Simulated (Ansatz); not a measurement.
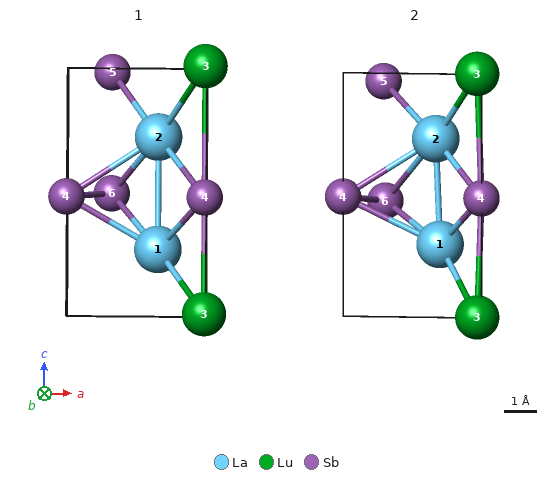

Two geometries of crystalline La₂LuSb₃ (built on the Ce2CuGe3-187 type type), drawn at one scale. One is the start of a relaxation, the other its converged end. Style: ball-and-stick. Shown: the cell of the calculation, reduced to other axes, along the b axis. Lengths and directions refer to the drawn axes.

Theory: DFT, PBEsol, plane waves, PAW in Ansatz 0.2.0. Settings: plane-wave cutoff 420 eV; k-point mesh 6 × 6 × 2; occupations fermi dirac; smearing width 0.05 eV; no spin polarisation; cell and atoms relaxed; force threshold 0.01 eV/Å; at most 120 steps.

Question: Which of the two is the end point?

Answer: Structure 1 is the relaxed one. Case: shaken. Over 10 accepted moves (11 points after the start) the energy falls by 158 meV per atom. The largest force component goes from 2.2 to 0.0036 eV/Å. Pressure: 3.17 GPa at the start and −0.01 GPa at the end. At 1 point the geometry stayed and the basis and grid were re-selected for the new cell (energy shift of less than 0.05 meV per atom at most each time). The largest move relative to the cell is that of La1, 0.30 Å along [−3 −1 −2]. Largest moves by element: La 0.30 Å, Sb 0.24 Å, Lu 0.20 Å. The volume changes by +0.6 %, with a 5.058 → 5.064 Å (+0.1 %), b 5.103 → 5.064 Å (−0.8 %), c 7.761 → 7.906 Å (+1.9 %), α 90.3° → 90.0°, β 90.5° → 90.0°, γ 119.3° → 120.0°. Near-neighbour distances that change, for instance: La2–Lu3 3.255 → 3.704 Å, La1–Sb6 2.984 → 3.418 Å, La1–Sb5 4.132 → 3.704 Å, La2–Sb4 3.871 → 3.493 Å. The space group (tolerance 0.01 Å) goes from P1 (No. 1) to P3m1 (No. 156).

Limits of the set-up: the k-point mesh is coarse for a cell with partly filled bands.
